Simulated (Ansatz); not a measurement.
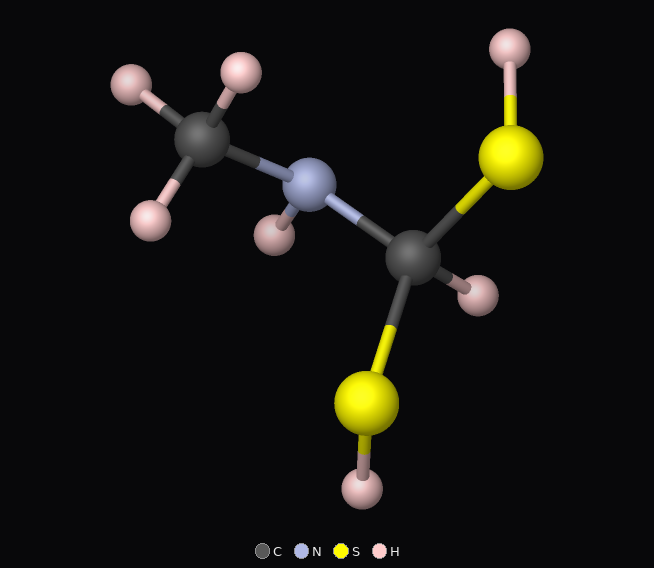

Every bond is drawn as one stick, whatever its order.

The computed structure is the end point of a PBE0-D4/def2-TZVP optimisation.

Which formula does it have?

C2H7NS2, 12 atoms: 2 carbon, 7 hydrogen, 1 nitrogen and 2 sulfur.

Name some functional groups or characteristic bonds that it holds.

Among them: secondary amine, thiol.

More results for the same structure follow; atom numbers are the same in all pictures, views and colours differ.

**Geometry**

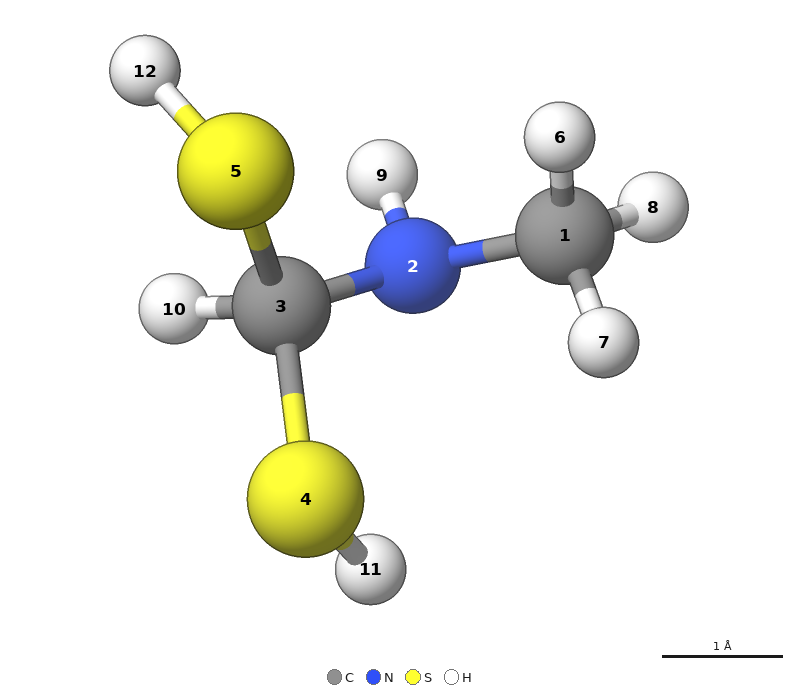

Atoms carry their numbers in the input.

What is the geometry at S5?

S5 has 2 neighbours (C3 at 1.86, H12 at 1.34 Å); the arrangement is bent.

How are the neighbours of atom 3 arranged?

C3 has 4 neighbours (N2 at 1.42, S4 at 1.82, S5 at 1.86, H10 at 1.09 Å); the arrangement is tetrahedral.

How are the neighbours of atom 1 arranged?

C1 has 4 neighbours (N2 at 1.45, H6 at 1.10, H7 at 1.09, H8 at 1.09 Å); the arrangement is tetrahedral.

What is the geometry at S4?

S4 has 2 neighbours (C3 at 1.82, H11 at 1.34 Å); the arrangement is bent.

What is the dihedral angle C1–N2–C3–S4?

67° in size, that is gauche.

**Vibrations**

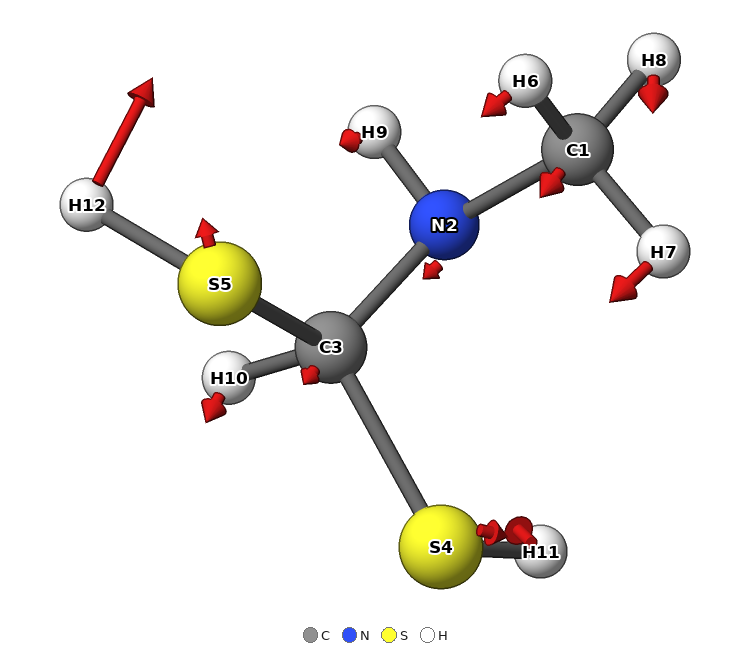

The arrows show one normal mode. Harmonic vibrations computed with RKS PBE0-D4/def2-TZVP (Ansatz 0.2.0) at a stationary point of the same level.

Estimate its harmonic wavenumber.

219 cm⁻¹; it is mode 4 of 30 counted from the lowest.

**Charges**

The questions are on Mulliken charges. Method: RKS PBE0-D4/def2-TZVP (Ansatz 0.2.0).

Which atom carries the highest charge (most positive or least negative)?

H9 (0.20 e).

And the lowest?

N2 (−0.30 e).

Give the Mulliken charges atom by atom.

```csv
atom,value (e)
C1,−0.29
N2,−0.30
C3,−0.01
S4,−0.22
S5,−0.23
H6,0.13
H7,0.14
H8,0.13
H9,0.20
H10,0.15
H11,0.15
H12,0.14
```

**Levels of theory compared**

Program: Ansatz 0.2.0.

Tabulate dipole (D), HOMO–LUMO gap (eV) at these levels: B3LYP-D4/def2-TZVPP; PBE-D4/def2-TZVPP; r2SCAN-D4/def2-TZVPP; ωB97M-V/def2-TZVPP.

| level | dipole (D) | HOMO–LUMO gap (eV) |
| --- | --- | --- |
| B3LYP-D4/def2-TZVPP | 2.69 | 6.23 |
| PBE-D4/def2-TZVPP | 2.74 | 4.50 |
| r2SCAN-D4/def2-TZVPP | 2.85 | 5.07 |
| ωB97M-V/def2-TZVPP | 2.64 | 10.75 |

Mulliken values depend strongly on the basis set and can even reverse the polarity of a bond.
